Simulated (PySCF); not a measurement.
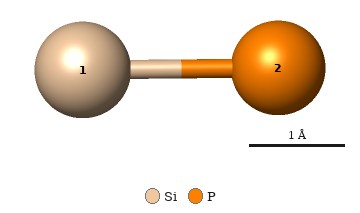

**Figure 1.** The structure as given in the input (ball-and-stick view, seen at an oblique angle; atoms are numbered from 1 in the order of the input). Bond lengths as drawn: P–Si 2.06 Å.

Single-point calculation of SiP

The run: single-point calculation of SiP, multiplicity 2. Method and program: UHF/x2c-svpall, tda (PySCF 2.14.0).

**The program's output**
```
PySCF version 2.14.0

[INPUT] verbose = 4
[INPUT] num. atoms = 2
[INPUT] num. electrons = 29
[INPUT] charge = 0
[INPUT] spin (= nelec alpha-beta = 2S) = 1
[INPUT] symmetry True subgroup None
[INPUT] Mole.unit = angstrom
[INPUT] Symbol           X                Y                Z      unit          X                Y                Z       unit  Magmom
[INPUT]  1 Si     0.000000000000   0.000000000000   0.000000000000 AA    0.000000000000   0.000000000000   0.000000000000 Bohr   0.0
[INPUT]  2 P      0.000000000000   0.000000000000   2.060000000000 AA    0.000000000000   0.000000000000   3.892835816604 Bohr   0.0

nuclear repulsion = 53.9452496568932
point group symmetry = Coov
symmetry origin: [0.         0.         2.01353577]
symmetry axis x: [1. 0. 0.]
symmetry axis y: [0. 1. 0.]
symmetry axis z: [0. 0. 1.]
num. orbitals of irrep A1 = 16
num. orbitals of irrep E1x = 8
num. orbitals of irrep E1y = 8
num. orbitals of irrep E2x = 2
num. orbitals of irrep E2y = 2
number of shells = 6
number of NR pGTOs = 72
number of NR cGTOs = 36
basis = x2c-svpall
ecp = {}

******** <class 'pyscf.x2c.sfx2c1e.sfX2C1eSymAdaptedUHF'> ********
method = sfX2C1eSymAdaptedUHF
initial guess = minao
damping factor = 0
level_shift factor = 0
DIIS = <class 'pyscf.scf.diis.CDIIS'>
diis_start_cycle = 1
diis_space = 8
diis_damp = 0
SCF conv_tol = 1e-09
SCF conv_tol_grad = None
SCF max_cycles = 50
direct_scf = True
direct_scf_tol = 1e-13
number electrons alpha = 15  beta = 14

******** <class 'pyscf.x2c.sfx2c1e.SpinFreeX2CHelper'> ********
approx = 1e
xuncontract = 1
Freeze 0 electrons in irreps []
    29 free electrons in irreps A1 E1x E1y E2x E2y
Set gradient conv threshold to 3.16228e-05
init E= -630.662863321104
alpha HOMO (A1) = -0.203456887062057  LUMO (E1x) = -0.00398162522481305
beta  HOMO (E1x) = -0.233530909158206  LUMO (A1) = -0.203456887062057

WARN: HOMO -0.203456887062057 >= LUMO -0.203456887062057

WARN: alpha-A1 HOMO -0.203456887062057 > system LUMO -0.203456887062057

WARN: beta-A1 LUMO -0.203456887062057 < system HOMO -0.203456887062057

cycle= 1 E= -630.716658667301  delta_E= -0.0538  |g|= 0.215  |ddm|= 1.16
alpha HOMO (E1x) = -0.307390922035849  LUMO (E1x) = 0.00539113602309582
beta  HOMO (E1x) = -0.293894485621091  LUMO (A1) = -0.0781290566392987
  HOMO = -0.293894485621  LUMO = -0.0781290566393  gap/eV = 5.87128
cycle= 2 E= -630.721911862844  delta_E= -0.00525  |g|= 0.231  |ddm|= 0.638
alpha HOMO (E1x) = -0.324629976431394  LUMO (E1x) = 0.0197642556705989
beta  HOMO (E1x) = -0.313848838434933  LUMO (A1) = -0.0669202310487853
  HOMO = -0.313848838435  LUMO = -0.0669202310488  gap/eV = 6.71927
cycle= 3 E= -630.76931683883  delta_E= -0.0474  |g|= 0.0298  |ddm|= 0.333
alpha HOMO (E1x) = -0.32093891940066  LUMO (E1x) = 0.0321788723022182
beta  HOMO (E1x) = -0.314503577524235  LUMO (A1) = -0.046980316000006
  HOMO = -0.314503577524  LUMO = -0.046980316  gap/eV = 7.27968
cycle= 4 E= -630.770954822666  delta_E= -0.00164  |g|= 0.0086  |ddm|= 0.104
alpha HOMO (E1x) = -0.321888083794396  LUMO (E1x) = 0.030984746982723
beta  HOMO (E1x) = -0.316706352536445  LUMO (A1) = -0.046630017787731
  HOMO = -0.316706352536  LUMO = -0.0466300177877  gap/eV = 7.34915
cycle= 5 E= -630.771105979714  delta_E= -0.000151  |g|= 0.00321  |ddm|= 0.0297
alpha HOMO (E1x) = -0.321388916434977  LUMO (E1x) = 0.0313469828253752
beta  HOMO (E1x) = -0.31602334620451  LUMO (A1) = -0.0459156544445976
  HOMO = -0.316023346205  LUMO = -0.0459156544446  gap/eV = 7.35000
cycle= 6 E= -630.771151235315  delta_E= -4.53e-05  |g|= 0.0029  |ddm|= 0.0102
alpha HOMO (E1x) = -0.321695177216023  LUMO (E1x) = 0.0314650184172435
beta  HOMO (E1x) = -0.3159615001862  LUMO (A1) = -0.045816894954237
  HOMO = -0.315961500186  LUMO = -0.0458168949542  gap/eV = 7.35101
cycle= 7 E= -630.771186251743  delta_E= -3.5e-05  |g|= 0.00308  |ddm|= 0.00677
alpha HOMO (E1x) = -0.320767012002469  LUMO (E1x) = 0.0310785384444558
beta  HOMO (E1x) = -0.317001662266173  LUMO (A1) = -0.0461109697508504
  HOMO = -0.317001662266  LUMO = -0.0461109697509  gap/eV = 7.37131
cycle= 8 E= -630.771042091711  delta_E= 0.000144  |g|= 0.0021  |ddm|= 0.0328
alpha HOMO (E1x) = -0.319773637916395  LUMO (E1x) = 0.0310076771250231
beta  HOMO (E1x) = -0.31764143804378  LUMO (A1) = -0.0459282819986213
  HOMO = -0.317641438044  LUMO = -0.0459282819986  gap/eV = 7.39369
cycle= 9 E= -630.770992521291  delta_E= 4.96e-05  |g|= 0.00134  |ddm|= 0.0246
alpha HOMO (E1x) = -0.319458014224254  LUMO (E1x) = 0.0308173077927131
beta  HOMO (E1x) = -0.318254791606478  LUMO (A1) = -0.0459379068592565
  HOMO = -0.318254791606  LUMO = -0.0459379068593  gap/eV = 7.41012
cycle= 10 E= -630.770994279444  delta_E= -1.76e-06  |g|= 0.000509  |ddm|= 0.0166
alpha HOMO (E1x) = -0.31942115904153  LUMO (E1x) = 0.0309170790457663
beta  HOMO (E1x) = -0.318501938180418  LUMO (A1) = -0.0458635412772632
  HOMO = -0.31850193818  LUMO = -0.0458635412773  gap/eV = 7.41887
cycle= 11 E= -630.770995140637  delta_E= -8.61e-07  |g|= 0.000204  |ddm|= 0.00656
alpha HOMO (E1x) = -0.319415842939978  LUMO (E1x) = 0.0309026793359658
beta  HOMO (E1x) = -0.318509182160127  LUMO (A1) = -0.045877432626549
  HOMO = -0.31850918216  LUMO = -0.0458774326265  gap/eV = 7.41869
cycle= 12 E= -630.770995211743  delta_E= -7.11e-08  |g|= 0.000136  |ddm|= 0.000764
alpha HOMO (E1x) = -0.319402864836627  LUMO (E1x) = 0.0309013192096028
beta  HOMO (E1x) = -0.318508712307195  LUMO (A1) = -0.0458732930383585
  HOMO = -0.318508712307  LUMO = -0.0458732930384  gap/eV = 7.41879
cycle= 13 E= -630.770995245847  delta_E= -3.41e-08  |g|= 3.77e-05  |ddm|= 0.000586
alpha HOMO (E1x) = -0.319412592722627  LUMO (E1x) = 0.0309013561217911
beta  HOMO (E1x) = -0.318510871100656  LUMO (A1) = -0.0458727214835233
  HOMO = -0.318510871101  LUMO = -0.0458727214835  gap/eV = 7.41886
cycle= 14 E= -630.770995251309  delta_E= -5.46e-09  |g|= 9.74e-06  |ddm|= 0.000205
alpha HOMO (E1x) = -0.319416746047049  LUMO (E1x) = 0.0309034355327923
beta  HOMO (E1x) = -0.318513173454867  LUMO (A1) = -0.045871525995075
  HOMO = -0.318513173455  LUMO = -0.0458715259951  gap/eV = 7.41896
cycle= 15 E= -630.770995251663  delta_E= -3.54e-10  |g|= 2.25e-06  |ddm|= 6.32e-05
```

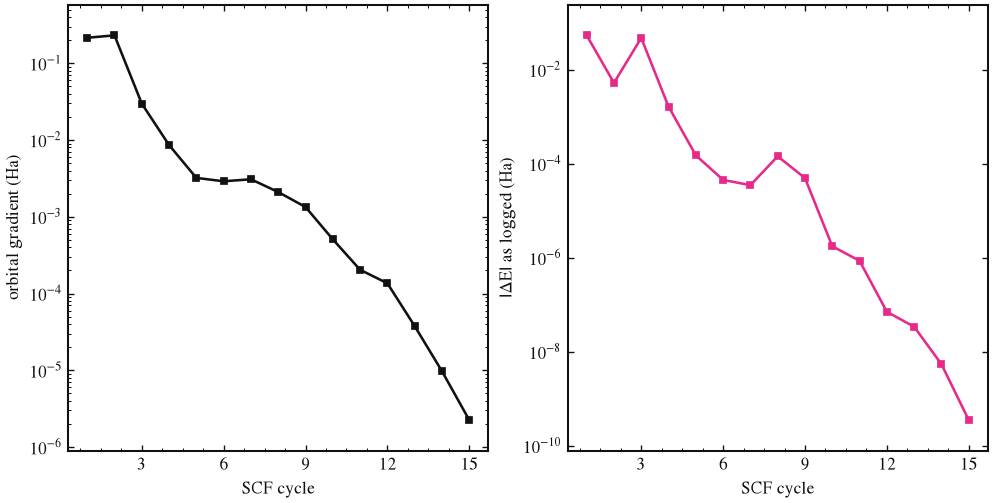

**Figure 2.** Convergence of the self-consistent field: orbital gradient and size of the energy change against the SCF cycle. The residual falls almost steadily, with no more than small rises.

```
alpha HOMO (E1x) = -0.31941624745442  LUMO (E1x) = 0.0309038701184079
beta  HOMO (E1x) = -0.318512862493624  LUMO (A1) = -0.0458709134365596
  HOMO = -0.318512862494  LUMO = -0.0458709134366  gap/eV = 7.41897
Extra cycle  E= -630.770995251671  delta_E= -7.84e-12  |g|= 1.13e-06  |ddm|= 5.81e-06
converged SCF energy = -630.770995251671  <S^2> = 0.78897894  2S+1 = 2.0386063

******** <class 'pyscf.tdscf.uhf.TDA'> for <class 'pyscf.x2c.sfx2c1e.sfX2C1eSymAdaptedUHF'> ********
nstates = 3
deg_eia_thresh = 1.000e-03
wfnsym = None
conv_tol = 1e-05
eigh lindep = 1e-12
eigh level_shift = 0
eigh max_cycle = 100

Excitation energies (eV)
[1.43393799 2.0479078  2.0479078 ]

** Excitation energies and oscillator strengths **
Excited State   1:   A1      1.43394 eV    864.64 nm  f=0.0000
      14a ->   16a     -0.52073
      15a ->   17a     -0.52073
      12b ->   15b     -0.16066
      13b ->   16b      0.45614
      14b ->   17b      0.45614
Excited State   2:  ???      2.04791 eV    605.42 nm  f=0.0000
      14a ->   16a     -0.57883
      15a ->   17a      0.57883
      13b ->   16b      0.39745
      14b ->   17b     -0.39745
Excited State   3:  E2y      2.04791 eV    605.42 nm  f=0.0000
      14a ->   17a     -0.57883
      15a ->   16a     -0.57883
      13b ->   17b      0.39745
      14b ->   16b      0.39745

** Transition electric dipole moments (AU) **
state          X           Y           Z        Dip. S.      Osc.
  1         0.0000      0.0000     -0.0087      0.0001      0.0000
  2         0.0000      0.0000     -0.0000      0.0000      0.0000
  3         0.0000      0.0000      0.0000      0.0000      0.0000

** Transition velocity dipole moments (imaginary part, AU) **
state          X           Y           Z        Dip. S.      Osc.
  1        -0.0000     -0.0000     -0.0224      0.0005      0.0063
  2        -0.0000     -0.0000      0.0000      0.0000      0.0000
  3        -0.0000     -0.0000     -0.0000      0.0000      0.0000

** Transition magnetic dipole moments (imaginary part, AU) **
state          X           Y           Z
  1        -0.0000     -0.0000     -0.0000
  2        -0.0000     -0.0000     -0.0000
  3        -0.0000     -0.0000     -0.0000
Dipole moment(X, Y, Z, Debye): -0.00000, -0.00000, -1.77040
orbital energies (hartree): [array([-0.4015, -0.3194, -0.3194,  0.0309,  0.0309,  0.1855]), array([-0.4691, -0.3185, -0.3185, -0.0459,  0.0445,  0.0445])]
```

The run was set up as follows.

**The input**
```python
from pyscf import gto, scf, tdscf

mol = gto.M(
    atom='Si 0 0 0; P 0 0 2.06',
    basis='x2c-svpall',
    charge=0,
    spin=1,
    symmetry=True,
    verbose=4,
)
mf = scf.UHF(mol)
mf = mf.sfx2c1e()
mf.kernel()
td = tdscf.TDA(mf)
td.nstates = 3
td.kernel()
td.analyze()
mf.dip_moment()
print('orbital energies (hartree):', [e[max(0, n-3):n+3].round(4) for e, n in zip(mf.mo_energy, mol.nelec)])
```

Command:
```bash
OMP_NUM_THREADS=1 python input.py
```

**Results in brief**

```json
{"quantity": "outcome", "value": "converged"}
{"quantity": "SCF energy", "value": "−630.770995 hartree"}
{"quantity": "⟨S²⟩", "value": "0.789"}
{"quantity": "dipole moment", "value": "1.77 D"}
{"quantity": "hardware", "value": "1 CPU thread, shared host"}
{"quantity": "wall time", "value": "2.2 s"}
```
